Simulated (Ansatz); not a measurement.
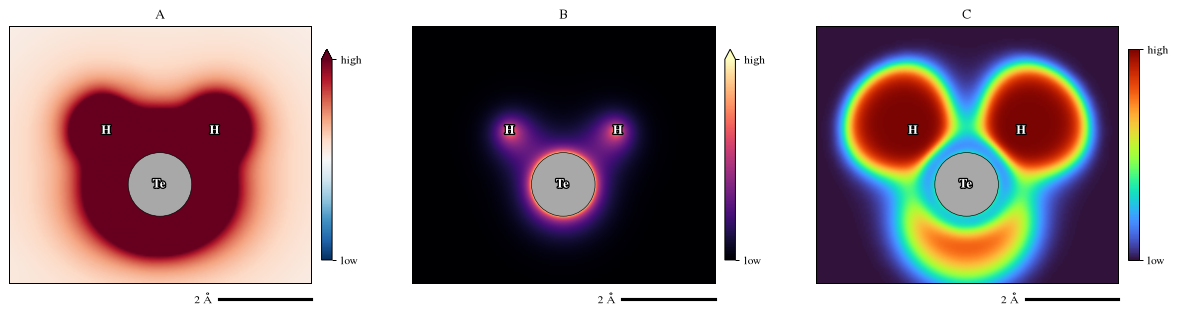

HCl···H₂Te: 3 fields on the plane of atoms H4, Te3 and H5, with unlabelled colour scales. Grey discs cover the atomic cores.

Geometry: PBE0-D4/def2-TZVP; core potentials replace the inner electrons of Te.

The calculation used RKS PBE0-D4/def2-TZVPPD in Ansatz.

```xyz
5

Cl    0.2346    0.7697   -2.5681
H     0.3446    0.3063   -1.3602
Te    0.5111   -0.6436    1.1422
H    -1.0367   -1.2219    1.0365
H    -0.0535    0.7895    1.7496
```

> Match the panels to the quantities (electron density, electron localisation function and electrostatic potential).

Panel A: electrostatic potential (strongly positive close to the atoms and fading to about zero outside). Panel B: electron density. Panel C: electron localisation function. From the grid: Te–H (1.66 Å): ρ is about 1.3 e/Å³ halfway; the ELF climbs to about 1 towards the hydrogen, as it does in any bond to H.
